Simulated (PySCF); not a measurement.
**Excited-state calculation, with input and output: C$_{3}$H$_{7}$NSi**

The run: excited-state calculation of C$_{3}$H$_{7}$NSi. Method and program: TDDFT PBE0/def2-TZVPD, vertical, gas phase, core orbitals frozen in the response (PySCF 2.14.0).

The geometry comes from this level: PBE0-D3(BJ)/def2-SVP.

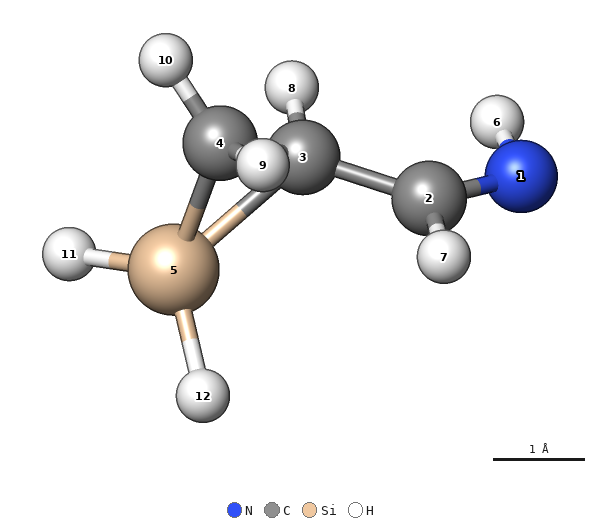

Figure 1. The structure as given in the input (ball-and-stick view, seen at a tilt; atoms are numbered from 1 in the order of the input). Bond lengths as drawn: C–C 1.48 to 1.54 Å, C–H 1.09 to 1.11 Å, C–N 1.27 Å, C–Si 1.85 to 1.89 Å, H–N 1.03 Å and H–Si 1.48 Å.

Input file:
```
{"job": {"kind": "uv", "xc": "PBE0", "basis": "def2-TZVPD"}, "charge": 0, "multiplicity": 1}
N      2.441509    -0.857216     0.145010
C      1.289263    -0.447200     0.486727
C      0.238045     0.147733    -0.361872
C     -0.769162     1.126943     0.274566
Si    -1.542358    -0.473693    -0.237550
H      2.582813    -0.711328    -0.861792
H      1.018874    -0.553444     1.554964
H      0.572321     0.406962    -1.374963
H     -0.627326     1.319770     1.344526
H     -0.975413     2.040173    -0.292653
H     -2.334913    -0.546507    -1.488330
H     -1.853234    -1.485146     0.800408
```

The first line tells a small driver script what to run in PySCF; the rest is the geometry in Å.

Launched with:
```bash
OMP_NUM_THREADS=1 python <driver script> task.json out
```

The program's output:
```
coarse grid: 10288 points
cycle   1  E = -462.4087422658  dE =  5.048e-01  |g| = 4.741e-01  |ddm| = 3.859e+00
cycle   2  E = -462.3313686390  dE =  7.737e-02  |g| = 7.406e-01  |ddm| = 2.593e+00
cycle   3  E = -462.4662129016  dE = -1.348e-01  |g| = 8.455e-02  |ddm| = 1.631e+00
cycle   4  E = -462.4670753366  dE = -8.624e-04  |g| = 5.710e-02  |ddm| = 1.116e-01
cycle   5  E = -462.4678575898  dE = -7.823e-04  |g| = 9.209e-03  |ddm| = 6.798e-02
cycle   6  E = -462.4678803600  dE = -2.277e-05  |g| = 2.632e-03  |ddm| = 1.641e-02
cycle   7  E = -462.4678819398  dE = -1.580e-06  |g| = 5.048e-04  |ddm| = 4.859e-03
final grid: 94152 points
cycle   8  E = -462.4571751074  dE = -4.031e-05  |g| = 7.101e-03  |ddm| = 2.068e-01
cycle   9  E = -462.4571647648  dE =  1.034e-05  |g| = 9.258e-03  |ddm| = 2.352e-02
cycle  10  E = -462.4571873942  dE = -2.263e-05  |g| = 7.064e-04  |ddm| = 1.372e-02
cycle  11  E = -462.4571875254  dE = -1.311e-07  |g| = 2.577e-04  |ddm| = 1.267e-03
cycle  12  E = -462.4571875399  dE = -1.459e-08  |g| = 7.686e-05  |ddm| = 4.629e-04
cycle  13  E = -462.4571875410  dE = -1.107e-09  |g| = 3.869e-05  |ddm| = 1.478e-04
cycle  14  E = -462.4571875414  dE = -3.373e-10  |g| = 9.143e-06  |ddm| = 4.635e-05
```

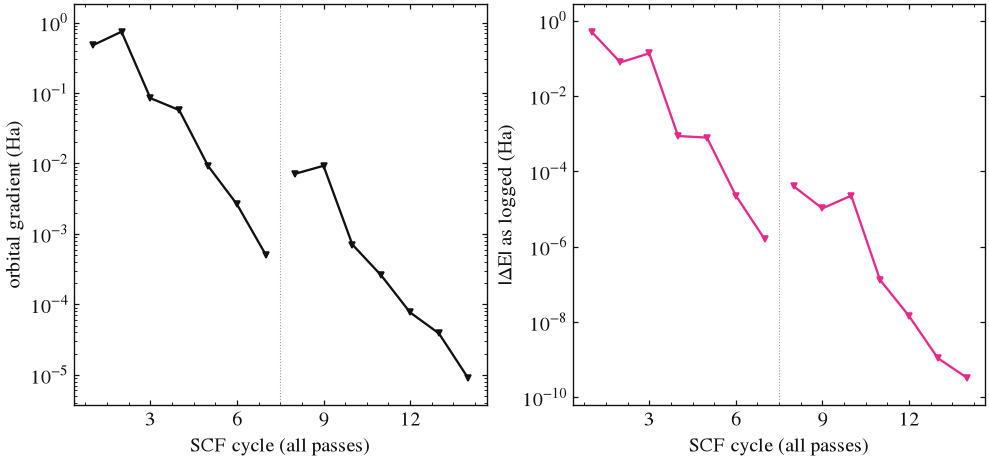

Figure 2. Convergence of the self-consistent field: orbital gradient and size of the energy change against the SCF cycle. The dotted line marks the change from a coarse to the final integration grid. The first 7 cycles use a coarse grid, the final grid takes over at cycle 8, and the field converges after 14 cycles in all.

```
converged SCF energy = -462.4571875414

Static polarisability (au): isotropic 75.118, principal 63.413 65.957 95.983

Singlet excitations
state   eV       nm        f      main configurations
  1   5.1861    239.1   0.03188   H->L 0.48, H-1->L 0.22, H->L+1 0.14
  2   5.8028    213.7   0.20680   H->L 0.45, H->L+1 0.23, H-1->L 0.21
  3   5.9312    209.0   0.02168   H->L+1 0.54, H-1->L 0.28, H->L+2 0.12
  4   6.0783    204.0   0.04592   H->L+2 0.76, H-1->L 0.12
  5   6.3597    195.0   0.00649   H->L+3 0.81, H->L+4 0.12
  6   6.4132    193.3   0.01833   H-1->L+1 0.60, H-1->L 0.11, H->L+4 0.10
  7   6.6127    187.5   0.01812   H->L+4 0.69, H-1->L+1 0.11, H->L+3 0.10
  8   6.8763    180.3   0.00857   H->L+5 0.51, H-1->L+2 0.26, H-2->L 0.16
  9   6.9379    178.7   0.00747   H-1->L+2 0.64, H->L+5 0.17, H-2->L 0.10
 10   7.0413    176.1   0.04421   H-2->L 0.48, H->L+5 0.23, H-1->L+4 0.09

Triplet excitations (Tamm-Dancoff, eV): 4.2228 4.6399 4.8534 5.8263
```

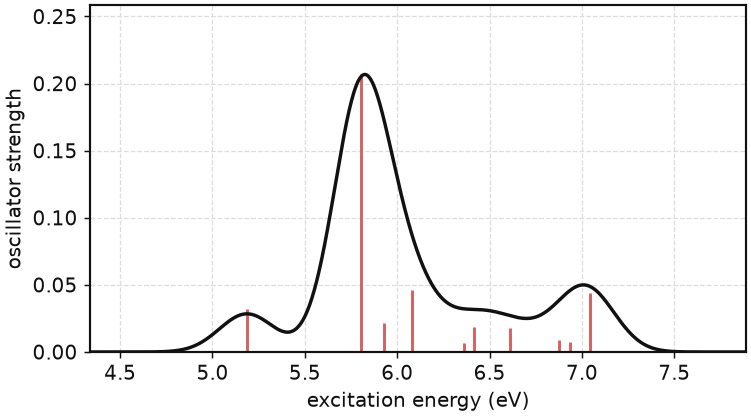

Figure 3. Computed excitations as sticks (degenerate states added up, dark ones marked on the axis), with a Gaussian envelope of 0.35 eV full width at half maximum, scaled to the tallest. Of the 10 states the lowest lies at 5.19 eV (f = 0.032); the strongest line is at 5.80 eV, or 214 nm (f = 0.207).

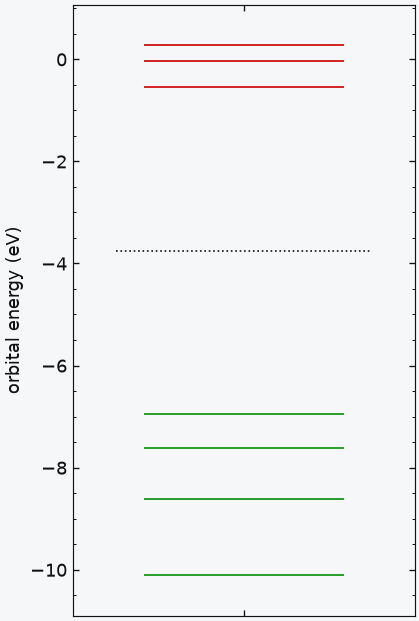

Figure 4. Orbital energies near the frontier; the dotted line parts filled from empty levels, and levels within 0.02 eV of each other stand side by side. Highest filled −6.95 eV, lowest empty −0.55 eV, 6.40 eV apart.

Summary:

| quantity | value |
| --- | --- |
| outcome | converged |
| total energy | −462.457188 hartree |
| HOMO | −6.95 eV |
| LUMO | −0.55 eV |
| dipole moment | 3.26 D |
| mean polarisability | 75.12 a.u. |
| lowest singlet excitation | 5.19 eV |
| hardware | 1 CPU thread, shared host |
| wall time | 54 s |
| peak memory | 0.94 GiB |
